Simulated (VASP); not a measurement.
Band structure of ZrC (rock salt). These are vdW-DF2, VASP's PBE PAW potentials (set 64) (plane waves; VASP) values and carry that method's errors.

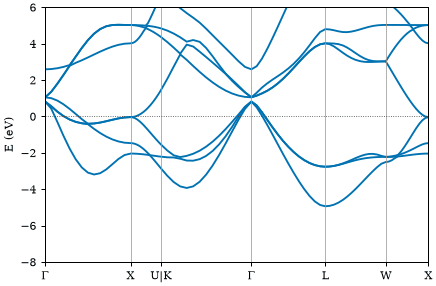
Figure: Bands along high-symmetry lines, zero at the valence-band maximum or, without a gap, the Fermi level

Q: Read the plot: is there a gap, and where are the band edges?

A: It has no gap at this level: it comes out as a metal or semimetal. (Edges off the drawn lines would not show.)

The compound is ZrC in the rock salt structure. It was relaxed first, which changed the volume by +6 %.
